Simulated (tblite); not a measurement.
# Geometry relaxation of C$_{5}$H$_{4}$FNO

C$_{5}$H$_{4}$FNO, computed with GFN2-xTB geometry optimisation, gas phase (tblite 0.8.0).

It belongs to a series of runs on one base structure; here: H on C replaced by F.

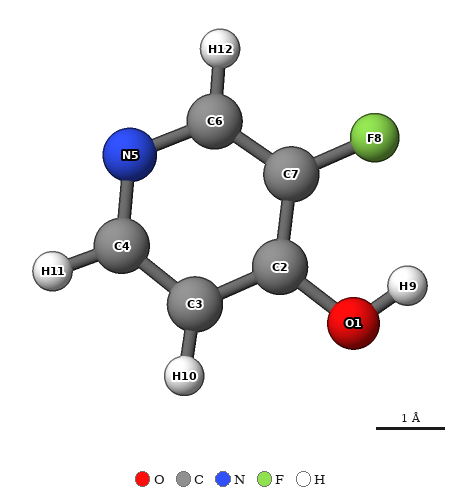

Fig. 1: The structure as given in the input (ball-and-stick view, seen at a tilt; atoms are numbered from 1 in the order of the input). Bond lengths as drawn: C–C 1.38 to 1.40 Å, C–F 1.35 Å, C–H 1.08 to 1.09 Å, C–N 1.35 to 1.36 Å, C–O 1.38 Å and H–O 0.97 Å.

Input file
```
{"job": {"kind": "relax", "xc": "GFN2-xTB", "basis": "xTB"}, "charge": 0, "multiplicity": 1}
O      2.231400    -0.396300    -0.236300
C      0.871700    -0.188700    -0.128600
C      0.025300    -1.099500    -0.719600
C     -1.346600    -0.864500    -0.599600
N     -1.879800     0.169700     0.097300
C     -1.008900     1.030600     0.663400
C      0.368200     0.890000     0.582800
F      1.199800     1.768300     1.177400
H      2.671500     0.327000     0.247200
H      0.389100    -1.947100    -1.274100
H     -2.071500    -1.548000    -1.044900
H     -1.449100     1.857800     1.209000
```

The first line tells a small driver script what to run in tblite; the rest is the geometry in Å.

Run on 1 CPU thread, shared host.

Launched with:
```bash
OMP_NUM_THREADS=1 python <driver script> task.json out
```

Log
```
step      E/eV     max force
  0    -665.29324    2.158
  1    -665.39455    0.604
  2    -665.40460    0.301
  3    -665.41000    0.224
  4    -665.41332    0.173
  5    -665.41436    0.075
  6    -665.41518    0.068
  7    -665.41549    0.045
  8    -665.41564    0.035
  9    -665.41573    0.027
 10    -665.41581    0.022
 11    -665.41585    0.016
 12    -665.41588    0.013
 13    -665.41590    0.013
 14    -665.41592    0.015
 15    -665.41594    0.012
 16    -665.41596    0.012
 17    -665.41597    0.011
 18    -665.41598    0.009
```

Trajectory as extended XYZ (Å, eV, eV/Å), 9 of the 19 frames kept, from step=0 to step=18
```
12
Properties=species:S:1:pos:R:3:forces:R:3 step=0 energy=-665.29324
O     2.2314   -0.3963   -0.2363   -0.7840   0.5930   0.3430
C     0.8717   -0.1887   -0.1286    2.1240  -0.3780  -0.0680
C     0.0253   -1.0995   -0.7196   -1.4430   0.1060  -0.1300
C    -1.3466   -0.8645   -0.5996   -0.3810   0.7540   0.7470
N    -1.8798    0.1697    0.0973    1.8150  -0.3530  -0.4010
C    -1.0089    1.0306    0.6634   -0.8310  -0.5810  -0.3240
C     0.3682    0.8900    0.5828   -1.0970  -0.1470  -0.1390
F     1.1998    1.7683    1.1774    0.1430   0.0470   0.0080
H     2.6715    0.3270    0.2472    0.0380  -0.3030  -0.2000
H     0.3891   -1.9471   -1.2741    0.1500   0.0780   0.0590
H    -2.0715   -1.5480   -1.0449    0.2230   0.2890   0.1620
H    -1.4491    1.8578    1.2090    0.0440  -0.1070  -0.0580
12
Properties=species:S:1:pos:R:3:forces:R:3 step=2 energy=-665.40460
O     2.2230   -0.3867   -0.2310   -0.0150   0.0020  -0.0170
C     0.8963   -0.1959   -0.1293    0.0090  -0.0780   0.0310
C     0.0063   -1.0935   -0.7204   -0.0010   0.0250  -0.0690
C    -1.3526   -0.8563   -0.5884    0.1340  -0.0180   0.1010
N    -1.8518    0.1655    0.0905   -0.0620   0.0290  -0.0620
C    -1.0215    1.0231    0.6598    0.0650  -0.0240   0.0030
C     0.3508    0.8820    0.5767   -0.0520  -0.0880  -0.0540
F     1.2005    1.7677    1.1764   -0.1740  -0.1940  -0.1500
H     2.6743    0.3224    0.2442    0.1680   0.0470   0.0320
H     0.3906   -1.9436   -1.2717   -0.0450   0.1890   0.1190
H    -2.0661   -1.5392   -1.0398    0.0290   0.1940   0.1160
H    -1.4487    1.8539    1.2068   -0.0560  -0.0840  -0.0490
12
Properties=species:S:1:pos:R:3:forces:R:3 step=4 energy=-665.41332
O     2.2246   -0.3843   -0.2304    0.0300   0.0020   0.0010
C     0.8964   -0.2009   -0.1277    0.1700   0.0260   0.0150
C     0.0070   -1.0891   -0.7223   -0.0050  -0.0240   0.0120
C    -1.3480   -0.8563   -0.5818    0.0120   0.0810   0.0330
N    -1.8520    0.1674    0.0871   -0.1130   0.0070   0.0130
C    -1.0215    1.0208    0.6592   -0.0230  -0.0220  -0.0320
C     0.3469    0.8741    0.5719   -0.0390   0.0040   0.0340
F     1.1916    1.7576    1.1684   -0.0190  -0.0370  -0.0340
H     2.6835    0.3230    0.2446    0.0630  -0.0070  -0.0070
H     0.3889   -1.9344   -1.2660    0.0330  -0.0450  -0.0450
H    -2.0641   -1.5271   -1.0326   -0.0670   0.0190   0.0170
H    -1.4519    1.8486    1.2036   -0.0430  -0.0060  -0.0070
12
Properties=species:S:1:pos:R:3:forces:R:3 step=7 energy=-665.41549
O     2.2303   -0.3835   -0.2301    0.0260  -0.0010   0.0010
C     0.9029   -0.2016   -0.1270   -0.0310  -0.0120  -0.0100
C     0.0087   -1.0885   -0.7209    0.0090  -0.0120   0.0130
C    -1.3474   -0.8525   -0.5793   -0.0220  -0.0220  -0.0310
N    -1.8589    0.1686    0.0872    0.0200  -0.0060   0.0030
C    -1.0248    1.0196    0.6575   -0.0200   0.0100   0.0080
C     0.3438    0.8701    0.5718    0.0090  -0.0070   0.0040
F     1.1884    1.7537    1.1647    0.0040   0.0330   0.0200
H     2.6919    0.3226    0.2441    0.0450   0.0000  -0.0030
H     0.3902   -1.9345   -1.2676   -0.0100   0.0000  -0.0120
H    -2.0678   -1.5214   -1.0285   -0.0130   0.0030   0.0060
H    -1.4561    1.8466    1.2020   -0.0170   0.0140   0.0010
12
Properties=species:S:1:pos:R:3:forces:R:3 step=9 energy=-665.41573
O     2.2321   -0.3834   -0.2300   -0.0220   0.0050   0.0030
C     0.9033   -0.2018   -0.1271    0.0010   0.0000   0.0100
C     0.0088   -1.0895   -0.7201   -0.0010  -0.0040  -0.0050
C    -1.3480   -0.8526   -0.5804    0.0060  -0.0110   0.0010
N    -1.8593    0.1681    0.0874    0.0240   0.0000  -0.0050
C    -1.0258    1.0199    0.6576    0.0130  -0.0040   0.0050
C     0.3436    0.8698    0.5724    0.0050   0.0110   0.0060
F     1.1882    1.7550    1.1653   -0.0190   0.0030   0.0010
H     2.6954    0.3224    0.2438    0.0240  -0.0080  -0.0080
H     0.3900   -1.9349   -1.2688   -0.0130   0.0090  -0.0010
H    -2.0695   -1.5210   -1.0280   -0.0090  -0.0020  -0.0030
H    -1.4576    1.8473    1.2019   -0.0090   0.0010  -0.0050
12
Properties=species:S:1:pos:R:3:forces:R:3 step=11 energy=-665.41585
O     2.2321   -0.3830   -0.2297   -0.0130  -0.0040  -0.0020
C     0.9031   -0.2019   -0.1265    0.0090   0.0060   0.0120
C     0.0088   -1.0900   -0.7198    0.0050   0.0080  -0.0030
C    -1.3479   -0.8533   -0.5809    0.0050   0.0010   0.0120
N    -1.8580    0.1678    0.0870   -0.0020   0.0060   0.0000
C    -1.0256    1.0200    0.6581    0.0040  -0.0070  -0.0030
C     0.3438    0.8699    0.5729   -0.0010   0.0100   0.0070
F     1.1870    1.7561    1.1659   -0.0080   0.0020   0.0020
H     2.6988    0.3216    0.2429    0.0000  -0.0110  -0.0100
H     0.3891   -1.9347   -1.2695   -0.0010  -0.0010  -0.0030
H    -2.0710   -1.5208   -1.0279    0.0020   0.0000  -0.0030
H    -1.4590    1.8476    1.2014    0.0000  -0.0080  -0.0100
12
Properties=species:S:1:pos:R:3:forces:R:3 step=14 energy=-665.41592
O     2.2315   -0.3836   -0.2299    0.0090  -0.0110  -0.0050
C     0.9033   -0.2015   -0.1251   -0.0050  -0.0020  -0.0040
C     0.0092   -1.0894   -0.7197   -0.0020   0.0010   0.0040
C    -1.3475   -0.8537   -0.5801   -0.0040   0.0010  -0.0030
N    -1.8578    0.1679    0.0869   -0.0060  -0.0050   0.0030
C    -1.0254    1.0195    0.6581   -0.0070   0.0040  -0.0010
C     0.3438    0.8706    0.5738    0.0020  -0.0060   0.0000
F     1.1858    1.7573    1.1666    0.0020   0.0080   0.0070
H     2.7007    0.3200    0.2413   -0.0010  -0.0030  -0.0050
H     0.3886   -1.9343   -1.2702    0.0040   0.0080   0.0030
H    -2.0711   -1.5205   -1.0279    0.0110   0.0010   0.0010
H    -1.4598    1.8470    1.2002   -0.0020   0.0040  -0.0010
12
Properties=species:S:1:pos:R:3:forces:R:3 step=16 energy=-665.41596
O     2.2314   -0.3848   -0.2304    0.0010  -0.0040  -0.0010
C     0.9034   -0.2013   -0.1245    0.0000  -0.0010  -0.0040
C     0.0093   -1.0889   -0.7194   -0.0030  -0.0030   0.0030
C    -1.3474   -0.8537   -0.5797   -0.0030   0.0030  -0.0050
N    -1.8583    0.1676    0.0871    0.0030  -0.0030   0.0030
C    -1.0257    1.0194    0.6579    0.0000   0.0050   0.0020
C     0.3439    0.8708    0.5746    0.0010  -0.0050  -0.0020
F     1.1852    1.7586    1.1676   -0.0050  -0.0040   0.0000
H     2.7015    0.3187    0.2398    0.0020  -0.0010  -0.0020
H     0.3887   -1.9335   -1.2703    0.0040   0.0100   0.0050
H    -2.0704   -1.5205   -1.0280    0.0030  -0.0060  -0.0020
H    -1.4604    1.8470    1.1993   -0.0020   0.0090   0.0030
12
Properties=species:S:1:pos:R:3:forces:R:3 step=18 energy=-665.41598
O     2.2315   -0.3857   -0.2307   -0.0050   0.0020   0.0020
C     0.9035   -0.2012   -0.1245    0.0020   0.0030   0.0020
C     0.0091   -1.0887   -0.7189    0.0000   0.0000  -0.0010
C    -1.3475   -0.8536   -0.5798   -0.0010   0.0020   0.0010
N    -1.8584    0.1675    0.0874    0.0020   0.0020   0.0000
C    -1.0259    1.0195    0.6579    0.0020   0.0010   0.0030
C     0.3439    0.8707    0.5749   -0.0020   0.0010  -0.0020
F     1.1845    1.7590    1.1682   -0.0040  -0.0070  -0.0030
H     2.7021    0.3179    0.2389    0.0030  -0.0010  -0.0020
H     0.3891   -1.9326   -1.2702    0.0050   0.0010   0.0000
H    -2.0698   -1.5208   -1.0282   -0.0020  -0.0060  -0.0030
H    -1.4609    1.8474    1.1990    0.0020   0.0030   0.0010
```

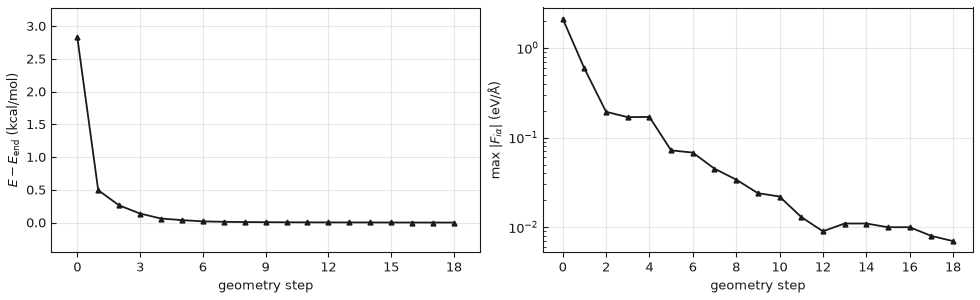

Fig. 2: Progress of the relaxation, step by step (steps are counted from 0).

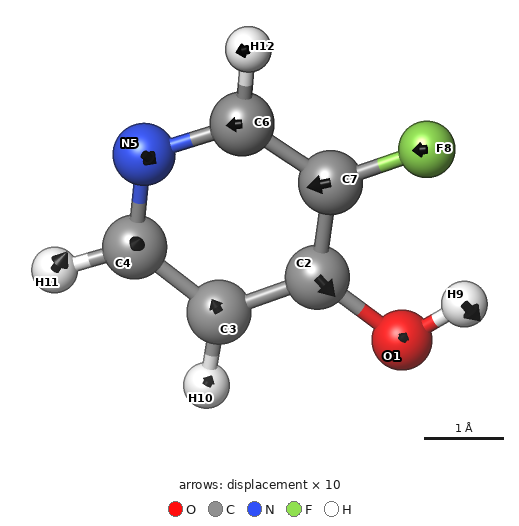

Fig. 3: The starting structure with the displacements as black arrows, magnified 10 times (ball-and-stick view, seen at a tilt). The two geometries are laid on each other by the best rigid fit. C2 moves most after the best rigid fit: 0.034 Å. Largest moves by element: C 0.034 Å, H 0.033 Å, N 0.024 Å, F 0.020 Å, O 0.012 Å. Among the contacts that change: O1–C2 1.380 → 1.345 Å, C4–N5 1.356 → 1.322 Å, N5–C6 1.349 → 1.321 Å, C2–C3 1.377 → 1.393 Å. Among the angles that change: C3–C2–C7 120.8° → 116.4°, C2–C3–H10 122.3° → 119.4°, C2–O1–H9 107.1° → 110.0°. Over 18 geometry steps the energy falls by 2.83 kcal/mol. The largest force component goes from 2.1 to 0.007 eV/Å. (Atoms are counted from 1 in the order of the input.)

Results in brief

| quantity | value |
| --- | --- |
| outcome | converged |
| total energy | −665.4160 eV |
| peak memory | 0.18 GiB |
